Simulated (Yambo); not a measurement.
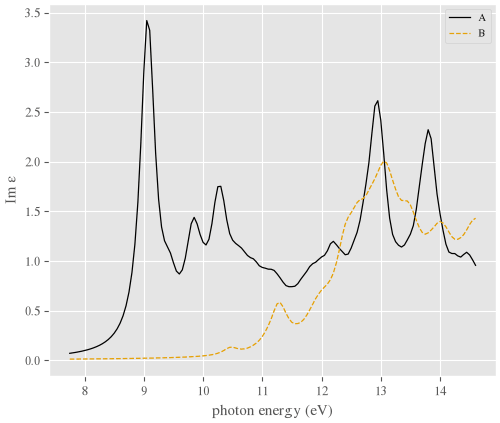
Two computed absorption spectra of CsHF2 (space group I4/mcm, No. 140) (Yambo, PBEsol bands with the same scissor, field along x)

Axes are Cartesian, with cell vectors (Å) (-3.06, 3.06, 3.89), (3.06, -3.06, 3.89), (3.06, 3.06, -3.89).

Which curve includes the electron-hole attraction (BSE), and where are its main peaks?

Curve A: the attraction moves weight to lower energy (centre of the plotted range 11.6 eV against 13.0 eV). Its peaks lie at 9.1 eV, 10.3 eV, 12.9 eV, 13.8 eV. Settings: 4×4×4 mesh, 14 valence and 9 conduction bands, static screening with 78 bands and a 3 Ry block, scissor 3.51 eV, Tamm-Dancoff. The scissor comes from a G0W0 run whose convergence isn't established. Broadening 0.15 eV. The band window holds all transitions up to 14.6 eV. Fine structure above the onset can come from the mesh.

Geometry of the Materials Project entry, not relaxed at this level; primitive cell a = 5.8142 Å, b = 5.8142 Å, c = 5.8142 Å, α = 116.57°, β = 116.57°, γ = 96.04°.

The structure is a Materials Project entry; no match was found in the copy of COD used, and its stability was not checked.
